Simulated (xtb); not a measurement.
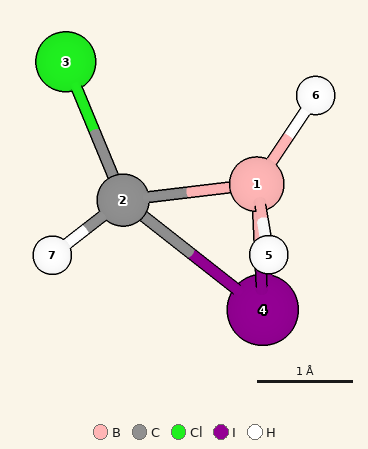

Fig. 1: The input geometry (ball-and-stick view, seen at a tilt; atoms are numbered from 1 in the order of the input).

# CH3BClI: geometry relaxation (part 1 of 3)

System: CH3BClI.
Method: GFN2-xTB (xtb 6.7.1).

Log:
```
* xtb version 6.7.1
   ID    Z sym.   atoms
    1    5 B      1
    2    6 C      2
    3   17 Cl     3
    4   53 I      4
    5    1 H      5-7

           -------------------------------------------------
          |                Calculation Setup                |
           -------------------------------------------------

          program call               : xtb struc.xyz --gfn 2 -I xcontrol --ohess loose
          coordinate file            : struc.xyz
          omp threads                :                     1

           -------------------------------------------------
          |                 G F N 2 - x T B                 |
           -------------------------------------------------

      * Hamiltonian:
        H0-scaling (s, p, d)           1.850000    2.230000    2.230000
        zeta-weighting                 0.500000
      * Dispersion:
        s8                             2.700000
        a1                             0.520000
        a2                             5.000000
        s9                             5.000000
      * Repulsion:
        kExp                           1.500000    1.000000
        rExp                           1.000000
      * Coulomb:
        alpha                          2.000000
        third order                    shell-resolved
        anisotropic                    true
        a3                             3.000000
        a5                             4.000000
        cn-shift                       1.200000
        cn-exp                         4.000000
        max-rad                        5.000000

          ...................................................
          :                      SETUP                      :
          :.................................................:
          :  # basis functions                  31          :
          :  # atomic orbitals                  29          :
          :  # shells                           13          :
          :  # electrons                        24          :
          :  max. iterations                   250          :
          :  Hamiltonian                  GFN2-xTB          :
          :  restarted?                      false          :
          :  GBSA solvation                  false          :
          :  PC potential                    false          :
          :  electronic temp.          300.0000000     K    :
          :  accuracy                    1.0000000          :
          :  -> integral cutoff          0.2500000E+02      :
          :  -> integral neglect         0.1000000E-07      :
          :  -> SCF convergence          0.1000000E-05 Eh   :
          :  -> wf. convergence          0.1000000E-03 e    :
          :  Broyden damping             0.4000000          :
          :  net charge                          0          :
          :  unpaired electrons                  0          :
          ...................................................

 iter      E             dE          RMSdq      gap      omega  full diag
   1    -13.1578325 -0.131578E+02  0.104E+01    3.98       0.0  T
   2    -13.2714845 -0.113652E+00  0.926E+00    3.66       1.0  T
   3    -13.3150754 -0.435909E-01  0.461E+00    3.75       1.0  T
   4    -13.3223744 -0.729899E-02  0.164E+00    3.66       1.0  T
   5    -13.3202106  0.216378E-02  0.122E+00    3.66       1.0  T
   6    -13.3249628 -0.475225E-02  0.662E-01    3.74       1.0  T
   7    -13.3251505 -0.187685E-03  0.503E-01    3.70       1.0  T
   8    -13.3255195 -0.368989E-03  0.205E-01    3.67       1.0  T
   9    -13.3255933 -0.738095E-04  0.100E-01    3.66       1.0  T
  10    -13.3256324 -0.390694E-04  0.448E-02    3.66       1.0  T
  11    -13.3256380 -0.562704E-05  0.260E-02    3.66       1.5  T
  12    -13.3256403 -0.231467E-05  0.106E-02    3.66       3.5  T
  13    -13.3256406 -0.289913E-06  0.229E-03    3.66      16.5  T
  14    -13.3256406 -0.212668E-08  0.868E-04    3.66      43.6  T
  15    -13.3256406  0.281556E-09  0.623E-04    3.66      60.7  T

   *** convergence criteria satisfied after 15 iterations ***

         #    Occupation            Energy/Eh            Energy/eV
      -------------------------------------------------------------
         1        2.0000           -1.0706197             -29.1330
       ...           ...                  ...                  ...
         6        2.0000           -0.5134009             -13.9703
         7        2.0000           -0.4756381             -12.9428
         8        2.0000           -0.4570072             -12.4358
         9        2.0000           -0.4527368             -12.3196
        10        2.0000           -0.4409384             -11.9985
        11        2.0000           -0.4356966             -11.8559
        12        2.0000           -0.4228024             -11.5050 (HOMO)
        13                         -0.2883564              -7.8466 (LUMO)
        14                         -0.2104648              -5.7270
        15                         -0.1897188              -5.1625
        16                         -0.0272727              -0.7421
        17                         -0.0195731              -0.5326
       ...                                ...                  ...
        29                          0.5291581              14.3991
      -------------------------------------------------------------
                  HL-Gap            0.1344460 Eh            3.6585 eV
             Fermi-level           -0.3555794 Eh           -9.6758 eV

 SCC (total)                   0 d,  0 h,  0 min,  0.028 sec
 SCC setup                      ...        0 min,  0.000 sec (  0.526%)
 Dispersion                     ...        0 min,  0.000 sec (  0.172%)
 classical contributions        ...        0 min,  0.000 sec (  0.078%)
 integral evaluation            ...        0 min,  0.005 sec ( 18.332%)
 iterations                     ...        0 min,  0.017 sec ( 59.481%)
 molecular gradient             ...        0 min,  0.006 sec ( 20.628%)
 printout                       ...        0 min,  0.000 sec (  0.690%)

         :::::::::::::::::::::::::::::::::::::::::::::::::::::
         ::                     SUMMARY                     ::
         :::::::::::::::::::::::::::::::::::::::::::::::::::::
         :: total energy             -13.238608052118 Eh    ::
         :: gradient norm              0.161703857524 Eh/a0 ::
         :: HOMO-LUMO gap              3.658462712340 eV    ::
         ::.................................................::
         :: SCC energy               -13.325639339178 Eh    ::
         :: -> isotropic ES            0.025329774564 Eh    ::
         :: -> anisotropic ES         -0.000809932377 Eh    ::
         :: -> anisotropic XC         -0.004925446684 Eh    ::
         :: -> dispersion             -0.005159421538 Eh    ::
         :: repulsion energy           0.087031287060 Eh    ::
         :: add. restraining           0.000000000000 Eh    ::
         :: total charge               0.000000000000 e     ::
         :::::::::::::::::::::::::::::::::::::::::::::::::::::

      -----------------------------------------------------------
     |                   =====================                   |
     |                        A N C O P T                        |
     |                   =====================                   |
     |               Approximate Normal Coordinate               |
     |                Rational Function Optimizer                |
      -----------------------------------------------------------
      -----------------------------------------------------------
     |                   =====================                   |
     |                        A N C O P T                        |
     |                   =====================                   |
     |               Approximate Normal Coordinate               |
     |                Rational Function Optimizer                |
      -----------------------------------------------------------

          ...................................................
          :                      SETUP                      :
          :.................................................:
          :   optimization level             loose          :
          :   max. optcycles                   200          :
          :   ANC micro-cycles                  20          :
          :   degrees of freedom                15          :
          :.................................................:
          :   RF solver                   davidson          :
          :   write xtbopt.log                true          :
          :   linear?                        false          :
          :   energy convergence         0.5000000E-04 Eh   :
          :   grad. convergence          0.4000000E-02 Eh/α :
          :   maxmium RF displ.          1.0000000          :
          :   Hlow (freq-cutoff)         0.1000000E-01      :
          :   Hmax (freq-cutoff)         5.0000000          :
          :   S6 in model hess.         20.0000000          :
          ...................................................

generating ANC from exact Hessian ...
Using Lindh-Hessian (1995)
 Shifting diagonal of input Hessian by    9.0915705129734417E-003
 Lowest  eigenvalues of input Hessian
    0.000000    0.000000    0.000000    0.000000    0.000000    0.000000
    0.010000    0.014451    0.019923    0.026936    0.032182    0.059716
    0.082898    0.097594    0.159687    0.169125    0.296816    0.650067
 Highest eigenvalues
    0.169125    0.296816    0.650067    0.982142    1.018152    1.373012

........................................................................
.............................. CYCLE    1 ..............................
........................................................................

 iter      E             dE          RMSdq      gap      omega  full diag
   1    -13.3256406 -0.133256E+02  0.351E-04    3.66       0.0  T
   2    -13.3256406 -0.318666E-09  0.257E-04    3.66     146.9  T
   3    -13.3256406 -0.170781E-09  0.130E-04    3.66     290.8  T
     SCC iter.                  ...        0 min,  0.005 sec
     gradient                   ...        0 min,  0.007 sec
 * total energy  :   -13.2386081 Eh     change       -0.1722189E-08 Eh
   gradient norm :     0.1617044 Eh/α   predicted     0.0000000E+00 (-100.00%)
   displ. norm   :     0.1902511 α      lambda       -0.2035279E-01
   maximum displ.:     0.1145249 α      in ANC's #15, #4, #5, ...

........................................................................
.............................. CYCLE    2 ..............................
........................................................................

 iter      E             dE          RMSdq      gap      omega  full diag
   1    -13.3183594 -0.133184E+02  0.552E-01    3.95       0.0  T
   2    -13.3184039 -0.444704E-04  0.339E-01    3.93       1.0  T
   3    -13.3183841  0.198450E-04  0.228E-01    3.95       1.0  T
   4    -13.3184611 -0.770836E-04  0.754E-02    3.94       1.0  T
   5    -13.3184639 -0.277163E-05  0.378E-02    3.94       1.0  T
   6    -13.3184651 -0.120124E-05  0.287E-02    3.94       1.3  T
   7    -13.3184661 -0.985923E-06  0.598E-03    3.93       6.3  T
   8    -13.3184661 -0.411195E-07  0.320E-03    3.93      11.8  T
   9    -13.3184662 -0.132382E-07  0.184E-03    3.93      20.5  T
  10    -13.3184662 -0.666935E-08  0.887E-04    3.93      42.6  T
  11    -13.3184662 -0.121924E-08  0.433E-04    3.93      87.3  T
     SCC iter.                  ...        0 min,  0.012 sec
     gradient                   ...        0 min,  0.007 sec
 * total energy  :   -13.2504065 Eh     change       -0.1179847E-01 Eh
   gradient norm :     0.0411885 Eh/α   predicted    -0.1054473E-01 ( -10.63%)
   displ. norm   :     0.1840725 α      lambda       -0.3035916E-02
   maximum displ.:     0.1032560 α      in ANC's #2, #3, #4, ...

........................................................................
.............................. CYCLE    3 ..............................
........................................................................

 iter      E             dE          RMSdq      gap      omega  full diag
   1    -13.3150410 -0.133150E+02  0.445E-01    3.74       0.0  T
   2    -13.3151047 -0.637279E-04  0.309E-01    3.76       1.0  T
   3    -13.3151320 -0.272266E-04  0.179E-01    3.78       1.0  T
   4    -13.3151594 -0.273815E-04  0.551E-02    3.78       1.0  T
   5    -13.3151618 -0.242918E-05  0.466E-02    3.77       1.0  T
   6    -13.3151637 -0.195255E-05  0.349E-02    3.77       1.1  T
   7    -13.3151663 -0.255708E-05  0.204E-02    3.77       1.9  T
   8    -13.3151675 -0.119400E-05  0.577E-03    3.78       6.5  T
   9    -13.3151675 -0.343999E-07  0.292E-03    3.78      12.9  T
  10    -13.3151675 -0.592513E-08  0.137E-03    3.78      27.7  T
  11    -13.3151675 -0.171000E-08  0.429E-04    3.78      88.1  T
  12    -13.3151675 -0.271161E-09  0.205E-04    3.78     184.6  T
     SCC iter.                  ...        0 min,  0.011 sec
     gradient                   ...        0 min,  0.007 sec
 * total energy  :   -13.2516577 Eh     change       -0.1251203E-02 Eh
   gradient norm :     0.0150706 Eh/α   predicted    -0.1569390E-02 (  25.43%)
   displ. norm   :     0.1850492 α      lambda       -0.1517840E-02
   maximum displ.:     0.1382051 α      in ANC's #1, #3, #4, ...

........................................................................
.............................. CYCLE    4 ..............................
........................................................................
```
